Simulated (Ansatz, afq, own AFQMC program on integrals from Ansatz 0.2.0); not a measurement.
# AlH3Br (doublet): quantum Monte Carlo beside coupled cluster at distance Al1–H4 along a hydrogen transfer = 2.053 Å, cc-pVTZ

How near does AFQMC come to the top of the ladder for AlH3Br (doublet)?

Computed with Ansatz 0.2.0, Gaussian basis, and an in-house AFQMC program (afq) on its integrals; all values are calculated. Level: cc-pVTZ, frozen cores.

The runs, in order: PBE (unrestricted); CCSD(T) on UHF; CCSD(T) on UHF; r2SCAN (unrestricted); CCSD(T) on UHF; PBE0 (unrestricted); B3LYP (unrestricted); wB97M-V (unrestricted); B2PLYP (unrestricted); Phaseless AFQMC, CISD trial on UHF.

**1. The geometry**

The geometry derives from fragments relaxed apart (PBE0/def2-TZVP) and kept rigid, so it is no stationary point. A hydrogen atom is moved between rigid fragments. No spin-orbit coupling is included. The filled d shell of Br may be among the frozen orbitals whatever the setting's name suggests; the logs give the count.

5 atoms, charge 0, spin multiplicity 2.

Atoms are counted from 1 here; the program's logs count them from 0.

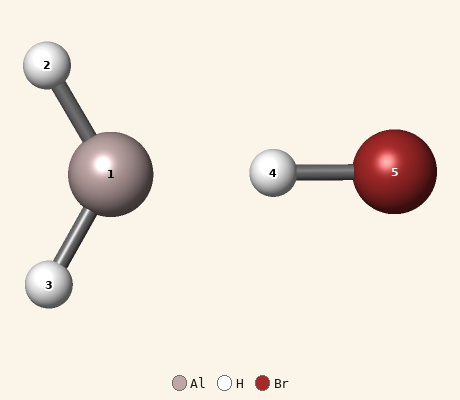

The structure; aluminium light grey, hydrogen white, bromine red; atoms are numbered from 1 in the order of the file.

**2. PBE (unrestricted)**

Contents of in.yaml:

```yaml
crystal:
  periodic: [false, false, false]
  atoms:
    - {symbol: Al, position_ang: [-2.609122, 0.000000, 0.000000]}
    - {symbol: H, position_ang: [-3.402045, 1.373384, 0.000000]}
    - {symbol: H, position_ang: [-3.402045, -1.373384, 0.000000]}
    - {symbol: H, position_ang: [-0.556122, 0.000000, 0.000000]}
    - {symbol: Br, position_ang: [0.973878, 0.000000, 0.000000]}
basis:
  gaussian: {orbitals: cc-pVTZ}
magnetization: {spin_polarized: true, initial_magnetization: 1}
hamiltonian: {xc: {name: PBE}}
output: {orbitals: {seedname: orbitals}}
```

Command:

```
$ ansatz run in.yaml --threads 1 --pin off --events-out ev --progress --plain --max-ram 5632MiB --backend cpu
```

The program printed:

```text
Functional definition: PBE
  name "PBE"
  cite "Perdew, Burke & Ernzerhof, Phys. Rev. Lett. 77, 3865 (1996) doi:10.1103/PhysRevLett.77.3865"
  parent pbe
  parameter kappa = 0.804
  parameter beta = 0.06672455060314922
  exchange = pbe_x(kappa = kappa, mu = beta*pi^2/3)
  correlation = pbe_c(beta = beta)
827 factors; their error is unknown
mean field evaluation 1: about -76676.3260 eV, gradient 1.2e1 eV
mean field evaluation 2: about -76676.9107 eV, gradient 8.4e0 eV
mean field evaluation 4: about -76677.4557 eV, gradient 5.8e-1 eV
mean field evaluation 8: about -76677.4470 eV, gradient 1.1e-1 eV
mean field evaluation 16: about -76677.4471 eV, gradient 1.8e-5 eV
mean field -76677.44705297 eV, -2817.8442053561 hartree, gradient 1.8e-5 eV, S^2 0.752007; 0 other end points of the search recorded, 0 dependent functions left out
reference -76677.44709576 eV, -2817.8442069287 hartree; 26, 25 occupied and 93, 94 virtual orbitals, 827 factors
Total energy: -76677.44709576 eV, -2817.8442069287 hartree
```

Wall time 2.7 s (1 thread of AMD EPYC 7R13 (Zen 3), shared host); peak memory 2 GiB.

From the report: ⟨S²⟩ of the determinant 0.752 (pure doublet: 0.75).

**3. CCSD(T) on UHF**

in.yaml: that of step 2 with these lines changed.

```diff
@@ -11,3 +11,2 @@
 magnetization: {spin_polarized: true, initial_magnetization: 1}
-hamiltonian: {xc: {name: PBE}}
-output: {orbitals: {seedname: orbitals}}
+correlation: {method: ccsd_t, electrons: outside_noble_gas, hamiltonian_folder: ham}
```

Command:

```
$ ansatz run in.yaml --threads 1 --pin off --events-out ev --progress --plain --max-ram 16896MiB --backend cuda --devices 0, --max-vram 18GiB
```

The program printed (excerpt; [...] marks lines left out):

```text
Functional definition: HF
  name "HF"
  cite "Fock, Z. Phys. 61, 126 (1930) doi:10.1007/BF01340294"
  parent pbe
[...]
722 factors; integrals over basis functions are off by at most 1.5e-3 eV
[...]
mean field -76629.29382694 eV, -2816.0746069393 hartree, gradient 9.4e-6 eV, S^2 0.769117; 1 other end points of the search recorded, 0 dependent functions left out
determinant -76629.29382694 eV, -2816.0746069393 hartree, with singles and doubles -76637.25448031 eV, -2816.3671555547 hartree
determinant -76627.02054908 eV, -2815.9910655186 hartree, with singles and doubles -76635.17732959 eV, -2816.2908216734 hartree
19 core orbitals not correlated: weight in the atoms' cores, before any rotation towards them, 1.000 or more for the frozen orbitals, at most 0.000 for the correlated occupied ones
reference -76629.29382694 eV, -2816.0746069393 hartree; 7, 6 occupied and 93, 94 virtual orbitals, 722 factors
second order -6.84274608 eV of doubles, -0.00000000 eV of singles
cycle   1  -7.84326524 eV  change   -3.6e-1 eV  update   1.9e-2
[...]
cycle   8  -7.85670425 eV  change   -5.8e-6 eV  update   1.2e-5
perturbative correction -0.25219900 eV, -0.0092681423 hartree
Total energy: -76637.40273020 eV, -2816.3726036374 hartree
```

Run time: 3.4 s. Hardware: 1 × NVIDIA H100 80GB HBM3 with 1 thread of AMD EPYC 7R13 (Zen 3), shared host; peak host memory 2 GiB.

From the report: ⟨S²⟩ of the determinant 0.769 (pure doublet: 0.75); correlation -8.1089 eV; T1 0.013; largest double amplitude 0.04.

This run also writes the integrals to the folder ham.

**4. CCSD(T) on UHF**

in.yaml: that of step 3 with these lines changed.

```diff
@@ -9,4 +9,4 @@
 basis:
-  gaussian: {orbitals: cc-pVTZ}
+  gaussian: {orbitals: def2-TZVPP}
 magnetization: {spin_polarized: true, initial_magnetization: 1}
-correlation: {method: ccsd_t, electrons: outside_noble_gas, hamiltonian_folder: ham}
+correlation: {method: ccsd_t, electrons: outside_noble_gas}
```

Launched as before.

The program printed (excerpt; [...] marks lines left out):

```text
Functional definition: HF
  name "HF"
  cite "Fock, Z. Phys. 61, 126 (1930) doi:10.1007/BF01340294"
  parent pbe
[...]
806 factors; integrals over basis functions are off by at most 2.1e-3 eV
[...]
mean field -76627.92982399 eV, -2816.0244807553 hartree, gradient 5.3e-6 eV, S^2 0.769121; 1 other end points of the search recorded, 0 dependent functions left out
determinant -76627.92982399 eV, -2816.0244807553 hartree, with singles and doubles -76635.92374290 eV, -2816.3182518567 hartree
determinant -76625.66511047 eV, -2815.9412540685 hartree, with singles and doubles -76633.84858537 eV, -2816.2419912241 hartree
19 core orbitals not correlated: weight in the atoms' cores, before any rotation towards them, 1.000 or more for the frozen orbitals, at most 0.000 for the correlated occupied ones
reference -76627.92982399 eV, -2816.0244807553 hartree; 7, 6 occupied and 106, 107 virtual orbitals, 806 factors
second order -6.87543339 eV of doubles, -0.00000000 eV of singles
cycle   1  -7.86954351 eV  change   -3.7e-1 eV  update   1.9e-2
[...]
cycle   8  -7.88327863 eV  change   -6.2e-6 eV  update   1.2e-5
perturbative correction -0.25721153 eV, -0.0094523494 hartree
Total energy: -76636.07031415 eV, -2816.3236382507 hartree
```

Run time: 3 s. Hardware: 1 × NVIDIA H100 80GB HBM3 with 1 thread of AMD EPYC 7R13 (Zen 3), shared host; peak host memory 2 GiB.

From the report: ⟨S²⟩ of the determinant 0.769 (pure doublet: 0.75); correlation -8.1405 eV; T1 0.013; largest double amplitude 0.03.

**5. r2SCAN (unrestricted)**

in.yaml: that of step 4 with these lines changed.

```diff
@@ -9,4 +9,4 @@
 basis:
-  gaussian: {orbitals: def2-TZVPP}
+  gaussian: {orbitals: cc-pVTZ}
 magnetization: {spin_polarized: true, initial_magnetization: 1}
-correlation: {method: ccsd_t, electrons: outside_noble_gas}
+hamiltonian: {xc: {name: r2SCAN}}
```

Command:

```
$ ansatz run in.yaml --threads 1 --pin off --events-out ev --progress --plain --max-ram 5632MiB --backend cpu
```

The program printed:

```text
Functional definition: r2SCAN
  name "r2SCAN"
  cite "Furness, Kaplan, Ning, Perdew & Sun, J. Phys. Chem. Lett. 11, 8208 (2020) doi:10.1021/acs.jpclett.0c02405"
  cite "Furness, Kaplan, Ning, Perdew & Sun, J. Phys. Chem. Lett. 11, 9248 (2020) doi:10.1021/acs.jpclett.0c03077"
  parent r2scan
  parameter k0 = 0.174
  parameter k1 = 0.065
  parameter a1 = 4.9479
  exchange = r2scan_x(k0 = k0, k1 = k1, a1 = a1)
  correlation = r2scan_c
827 factors; their error is unknown
mean field evaluation 1: about -76689.9260 eV, gradient 1.0e1 eV
mean field evaluation 2: about -76690.4342 eV, gradient 6.4e0 eV
mean field evaluation 4: about -76690.7145 eV, gradient 5.6e-1 eV
mean field evaluation 8: about -76690.7043 eV, gradient 1.3e-1 eV
mean field evaluation 16: about -76690.7044 eV, gradient 7.1e-5 eV
mean field -76690.70439959 eV, -2818.3314038586 hartree, gradient 7.1e-5 eV, S^2 0.754799; 0 other end points of the search recorded, 0 dependent functions left out
reference -76690.70441548 eV, -2818.3314044423 hartree; 26, 25 occupied and 93, 94 virtual orbitals, 827 factors
Total energy: -76690.70441548 eV, -2818.3314044423 hartree
```

Run time: 6.5 s. Hardware: 1 thread of AMD EPYC 7R13 (Zen 3), shared host; peak memory 2 GiB.

From the report: ⟨S²⟩ of the determinant 0.755 (pure doublet: 0.75).

**6. CCSD(T) on UHF**

in.yaml: that of step 5 with these lines changed.

```diff
@@ -9,4 +9,4 @@
 basis:
-  gaussian: {orbitals: cc-pVTZ}
+  gaussian: {orbitals: "def2-QZVPP.json"}
 magnetization: {spin_polarized: true, initial_magnetization: 1}
-hamiltonian: {xc: {name: r2SCAN}}
+correlation: {method: ccsd_t, electrons: outside_noble_gas}
```

Command:

```
$ ansatz run in.yaml --threads 1 --pin off --events-out ev --progress --plain --max-ram 16896MiB --backend cuda --devices 0, --max-vram 18GiB
```

The program printed (excerpt; [...] marks lines left out):

```text
Functional definition: HF
  name "HF"
  cite "Fock, Z. Phys. 61, 126 (1930) doi:10.1007/BF01340294"
  parent pbe
[...]
1512 factors; integrals over basis functions are off by at most 1.2e-3 eV
[...]
mean field -76629.48843646 eV, -2816.0817587070 hartree, gradient 7.6e-6 eV, S^2 0.769441; 1 other end points of the search recorded, 0 dependent functions left out
determinant -76629.48843646 eV, -2816.0817587070 hartree, with singles and doubles -76638.14466842 eV, -2816.3998693643 hartree
determinant -76627.22230842 eV, -2815.9984800376 hartree, with singles and doubles -76636.05541044 eV, -2816.3230905496 hartree
19 core orbitals not correlated: weight in the atoms' cores, before any rotation towards them, 1.000 or more for the frozen orbitals, at most 0.000 for the correlated occupied ones
reference -76629.48843646 eV, -2816.0817587070 hartree; 7, 6 occupied and 223, 224 virtual orbitals, 1512 factors
second order -7.51470574 eV of doubles, -0.00000000 eV of singles
cycle   1  -8.42747477 eV  change   -7.8e-1 eV  update   2.4e-2
[...]
cycle   8  -8.45336043 eV  change   -7.3e-6 eV  update   1.6e-5
perturbative correction -0.30365661 eV, -0.0111591744 hartree
Total energy: -76638.24545349 eV, -2816.4035731473 hartree
```

It took 6 s on 1 × NVIDIA H100 80GB HBM3 with 1 thread of AMD EPYC 7R13 (Zen 3), shared host; peak host memory 2 GiB.

From the report: ⟨S²⟩ of the determinant 0.769 (pure doublet: 0.75); correlation -8.7570 eV; T1 0.013; largest double amplitude 0.04.

**7. PBE0 (unrestricted)**

in.yaml: that of step 6 with these lines changed.

```diff
@@ -9,4 +9,5 @@
 basis:
-  gaussian: {orbitals: "def2-QZVPP.json"}
+  gaussian: {orbitals: cc-pVTZ}
 magnetization: {spin_polarized: true, initial_magnetization: 1}
-correlation: {method: ccsd_t, electrons: outside_noble_gas}
+hamiltonian: {xc: {name: PBE0}}
+output: {orbitals: {seedname: orbitals}}
```

Command:

```
$ ansatz run in.yaml --threads 1 --pin off --events-out ev --progress --plain --max-ram 5632MiB --backend cpu
```

The program printed:

```text
Functional definition: PBE0
  name "PBE0"
  cite "Adamo & Barone, J. Chem. Phys. 110, 6158 (1999) doi:10.1063/1.478522"
  cite "Perdew, Burke & Ernzerhof, Phys. Rev. Lett. 77, 3865 (1996) doi:10.1103/PhysRevLett.77.3865"
  parent pbe
  parameter a = 0.25
  parameter kappa = 0.804
  parameter beta = 0.06672455060314922
  exchange = (1 - a)*pbe_x(kappa = kappa, mu = beta*pi^2/3) + a*exact_x
  correlation = pbe_c(beta = beta)
878 factors; their error is unknown
mean field evaluation 1: about -76679.7770 eV, gradient 8.4e0 eV
mean field evaluation 2: about -76680.1490 eV, gradient 5.2e0 eV
mean field evaluation 4: about -76680.3167 eV, gradient 3.2e-1 eV
mean field evaluation 8: about -76680.5594 eV, gradient 1.7e-1 eV
mean field evaluation 16: about -76680.5594 eV, gradient 1.8e-5 eV
mean field -76680.55942393 eV, -2817.9585828793 hartree, gradient 1.8e-5 eV, S^2 0.753926; 0 other end points of the search recorded, 0 dependent functions left out
reference -76680.55945622 eV, -2817.9585840660 hartree; 26, 25 occupied and 93, 94 virtual orbitals, 878 factors
Total energy: -76680.55945622 eV, -2817.9585840660 hartree
```

Run time: 3.6 s. Hardware: 1 thread of AMD EPYC 7R13 (Zen 3), shared host; peak memory 2 GiB.

From the report: ⟨S²⟩ of the determinant 0.754 (pure doublet: 0.75).

**8. B3LYP (unrestricted)**

in.yaml: that of step 7 with these lines changed.

```diff
@@ -11,3 +11,2 @@
 magnetization: {spin_polarized: true, initial_magnetization: 1}
-hamiltonian: {xc: {name: PBE0}}
-output: {orbitals: {seedname: orbitals}}
+hamiltonian: {xc: {name: B3LYP}}
```

The command is unchanged.

The program printed (excerpt; [...] marks lines left out):

```text
Functional definition: B3LYP
  name "B3LYP"
  cite "Stephens, Devlin, Chabalowski & Frisch, J. Phys. Chem. 98, 11623 (1994) doi:10.1021/j100096a001"
  cite "Becke, Phys. Rev. A 38, 3098 (1988) doi:10.1103/PhysRevA.38.3098"
  cite "Lee, Yang & Parr, Phys. Rev. B 37, 785 (1988) doi:10.1103/PhysRevB.37.785"
  cite "Vosko, Wilk & Nusair, Can. J. Phys. 58, 1200 (1980) doi:10.1139/p80-159"
[...]
869 factors; their error is unknown
[...]
mean field -76693.50147949 eV, -2818.4341946487 hartree, gradient 1.4e-5 eV, S^2 0.753078; 0 other end points of the search recorded, 0 dependent functions left out
reference -76693.50173470 eV, -2818.4342040276 hartree; 26, 25 occupied and 93, 94 virtual orbitals, 869 factors
Total energy: -76693.50173470 eV, -2818.4342040276 hartree
```

Run time: 3.8 s. Hardware: 1 thread of AMD EPYC 7R13 (Zen 3), shared host; peak memory 2 GiB.

From the report: ⟨S²⟩ of the determinant 0.753 (pure doublet: 0.75).

**9. wB97M-V (unrestricted)**

in.yaml: that of step 8 with these lines changed.

```diff
@@ -11,2 +11,3 @@
 magnetization: {spin_polarized: true, initial_magnetization: 1}
-hamiltonian: {xc: {name: B3LYP}}
+hamiltonian: {xc: {name: wB97M-V}}
+output: {orbitals: {seedname: orbitals}}
```

Same command.

The program printed (excerpt; [...] marks lines left out):

```text
Functional definition: wB97M-V
  name "wB97M-V"
  cite "Mardirossian & Head-Gordon, J. Chem. Phys. 144, 214110 (2016) doi:10.1063/1.4952647"
  cite "Becke, J. Chem. Phys. 107, 8554 (1997) doi:10.1063/1.475007"
  cite "Vydrov & Van Voorhis, J. Chem. Phys. 133, 244103 (2010) doi:10.1063/1.3521275"
  # Of w^i u^j: cxij and so on, Table III.
[...]
  gx(w, u) = 1 - cx + cx01*u + cx10*w
  gss(w, u) = css00 + css04*u^4 + css10*w + css20*w^2 + css43*w^4*u^3
  gos(w, u) = cos00 + cos10*w + (cos20 + cos21*u)*w^2 + (cos60 + cos61*u)*w^6
[...]
      + integral(e_c_pw_mod_opposite_spin*gos(b97_w_opposite, b97_u_opposite)) + vv10(b, c)
849 factors; their error is unknown
177 factors; integrals over basis functions are off by at most 4.2e-5 eV
[...]
mean field -76686.98157912 eV, -2818.1945927294 hartree, gradient 1.6e-5 eV, S^2 0.752980; 0 other end points of the search recorded, 0 dependent functions left out
reference -76686.98162732 eV, -2818.1945945010 hartree; 26, 25 occupied and 93, 94 virtual orbitals, 849 factors
Total energy: -76686.98162732 eV, -2818.1945945010 hartree
```

Run time: 13 s. Hardware: 1 thread of AMD EPYC 7R13 (Zen 3), shared host; peak memory 2 GiB.

From the report: ⟨S²⟩ of the determinant 0.753 (pure doublet: 0.75).

**10. B2PLYP (unrestricted)**

in.yaml: that of step 9 with these lines changed.

```diff
@@ -11,3 +11,3 @@
 magnetization: {spin_polarized: true, initial_magnetization: 1}
-hamiltonian: {xc: {name: wB97M-V}}
-output: {orbitals: {seedname: orbitals}}
+hamiltonian: {xc: {name: B2PLYP}}
+correlation: {electrons: outside_noble_gas}
```

Same command.

The program printed (excerpt; [...] marks lines left out):

```text
Functional definition: B2PLYP
  name "B2PLYP"
  cite "Grimme, J. Chem. Phys. 124, 034108 (2006) doi:10.1063/1.2148954"
  cite "Becke, Phys. Rev. A 38, 3098 (1988) doi:10.1103/PhysRevA.38.3098"
  cite "Lee, Yang & Parr, Phys. Rev. B 37, 785 (1988) doi:10.1103/PhysRevB.37.785"
[...]
722 factors; integrals over basis functions are off by at most 1.5e-3 eV
[...]
mean field -76674.89458941 eV, -2817.7504040504 hartree, gradient 4.8e-6 eV, S^2 0.758096; 0 other end points of the search recorded, 0 dependent functions left out
19 core orbitals not correlated: weight in the atoms' cores, before any rotation towards them, 1.000 or more for the frozen orbitals, at most 0.000 for the correlated occupied ones
reference -76674.89475150 eV, -2817.7504100073 hartree; 7, 6 occupied and 93, 94 virtual orbitals, 722 factors
second order -8.39572543 eV of doubles, -0.00000000 eV of singles
Total energy: -76677.16159737 eV, -2817.8337150564 hartree
```

Run time: 5.5 s. Hardware: 1 thread of AMD EPYC 7R13 (Zen 3), shared host; peak memory 2 GiB.

From the report: ⟨S²⟩ of the determinant 0.758 (pure doublet: 0.75).

**11. Phaseless AFQMC, CISD trial on UHF**

It reads the integrals that the CCSD(T) run on this determinant wrote.

Command:

```
$ afq ham --method phaseless --trial cisd --walkers 900 --populations 20 --least-time 60 --time-step 0.005 --steps-per-block 50 --equilibration-blocks 28 --max-blocks 4000 --target-error 0.00021 --factor-cut 1e-05 --start spin_pure --seed 5340 --release-times 0.24,0.51,0.99,1.62,2.4 --release-step 0.03 --release-every 3 --taylor-order 6
```

The program printed:

```text
orbitals 100  electrons 7 6  factors 653 of 722
reference energy -2816.07460694 Eh
CCSD correlation -0.28872865 Eh in 11 cycles, weight of the determinant in the CISD state 0.8652
energy of the start -2816.362444 Eh
 block  time / (1/Eh)  mean weight  energy / Eh
     1     0.250  1.0000  -2816.358097
     2     0.500  0.9997  -2816.360822
     3     0.750  1.0004  -2816.364307
     4     1.000  0.9995  -2816.367043
     5     1.250  1.0006  -2816.369403
     6     1.500  0.9997  -2816.370371
     7     1.750  1.0005  -2816.372401
     8     2.000  1.0000  -2816.371414
     9     2.250  0.9997  -2816.371292
    10     2.500  0.9998  -2816.373311
    11     2.750  1.0001  -2816.373657
    12     3.000  1.0003  -2816.372686
    13     3.250  1.0001  -2816.373752
    14     3.500  0.9998  -2816.373267
    15     3.750  0.9990  -2816.374086
    16     4.000  1.0004  -2816.373889
    17     4.250  0.9998  -2816.373908
    18     4.500  0.9999  -2816.373355
    19     4.750  0.9998  -2816.373165
    20     5.000  0.9998  -2816.372372
    21     5.250  1.0005  -2816.372985
    22     5.500  0.9998  -2816.372469
    23     5.750  0.9998  -2816.373501
    24     6.000  0.9994  -2816.373947
    25     6.250  0.9992  -2816.373892
    26     6.500  1.0000  -2816.373901
    27     6.750  0.9991  -2816.373875
    28     7.000  0.9994  -2816.373910
    29     7.250  0.9988  -2816.374484
    30     7.500  0.9998  -2816.374259
    31     7.750  0.9996  -2816.374952
    32     8.000  1.0002  -2816.374561
    33     8.250  1.0000  -2816.375809
    34     8.500  0.9993  -2816.375618
    35     8.750  0.9997  -2816.375656
    36     9.000  0.9998  -2816.373959
    37     9.250  0.9997  -2816.372981
    38     9.500  1.0008  -2816.373523
    39     9.750  1.0004  -2816.374065
    40    10.000  1.0001  -2816.373414
    41    10.250  0.9996  -2816.373230
    42    10.500  0.9988  -2816.372927
    43    10.750  1.0002  -2816.372691
    44    11.000  1.0004  -2816.373031
    45    11.250  1.0004  -2816.372930
    46    11.500  0.9999  -2816.373659
    47    11.750  0.9997  -2816.373011
    48    12.000  0.9997  -2816.372764
    49    12.250  0.9997  -2816.373575
    50    12.500  1.0001  -2816.373889
    51    12.750  1.0007  -2816.372470
    52    13.000  0.9999  -2816.372922
    53    13.250  0.9998  -2816.375956
    54    13.500  0.9988  -2816.374873
    55    13.750  0.9995  -2816.374337
    56    14.000  1.0005  -2816.372946
    57    14.250  1.0004  -2816.373229
    58    14.500  1.0001  -2816.373135
    59    14.750  0.9992  -2816.374157
    60    15.000  0.9994  -2816.373869
    61    15.250  1.0004  -2816.373718
    62    15.500  1.0005  -2816.372668
    63    15.750  1.0002  -2816.372767
    64    16.000  1.0001  -2816.373740
    65    16.250  0.9995  -2816.373655
    66    16.500  1.0001  -2816.373718
    67    16.750  1.0000  -2816.375401
    68    17.000  0.9998  -2816.374811
    69    17.250  1.0007  -2816.372822
    70    17.500  0.9992  -2816.373440
    71    17.750  0.9995  -2816.373899
    72    18.000  1.0005  -2816.373064
    73    18.250  0.9998  -2816.373529
    74    18.500  0.9996  -2816.373750
    75    18.750  1.0003  -2816.374444
    76    19.000  0.9999  -2816.374219
    77    19.250  1.0000  -2816.373763
    78    19.500  1.0001  -2816.372936
error from the spread of 20 populations
released: time / (1/Eh)  energy / Eh  error  mean overlap
  0.24  -2816.373744  0.000208  0.9946
  0.51  -2816.374094  0.000216  0.9880
  0.99  -2816.373597  0.000281  0.9890
  1.62  -2816.373467  0.000260  1.0000
  2.40  -2816.373527  0.000298  1.0005
energy -2816.373784 +/- 0.000204 Eh
```

It took 44 s on 1 × NVIDIA H100 80GB HBM3 with 2 threads of AMD EPYC 7R13 (Zen 3), shared host; peak host memory 2 GiB.

Energy -76637.4349 ± 0.0056 eV. Caveats: constraint bias not in the error.

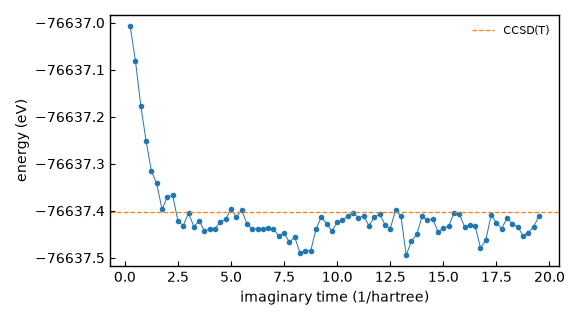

Block energies along the walk.

**12. AFQMC on the ladder**

On the UHF determinant, counted from CCSD(T) (a yardstick, not exact):

| level | energy (eV) | from CCSD(T) (kJ/mol) | statistical error (kJ/mol) | time |
| --- | --- | --- | --- | --- |
| HF | -76629.2938 | +782.4 |  |  |
| MP2 | -76636.1366 | +122.2 |  |  |
| CCSD | -76637.1505 | +24.3 |  |  |
| CCSD(T) | -76637.4027 | 0.0 |  |  |
| Phaseless AFQMC, CISD trial, step 0.005, 900 walkers | -76637.4349 | -3.1 | 0.5 | 44 s |

The functionals' totals stand on their own zeros and serve differences with other points: PBE -76677.447 eV; r2SCAN -76690.704 eV; PBE0 -76680.559 eV; B3LYP -76693.502 eV; wB97M-V -76686.982 eV; B2PLYP -76677.162 eV.

**13. Results**

```
                                       quantity              value
Phaseless AFQMC, CISD trial on UHF from CCSD(T)  -3.1 ± 0.5 kJ/mol
```

**Reading.** On UHF the phaseless walk with the CISD trial lies -3.1 kJ/mol from CCSD(T), 6 times its error bar. Error bars are statistical and leave out the constraint, the time step and what remains of the start.
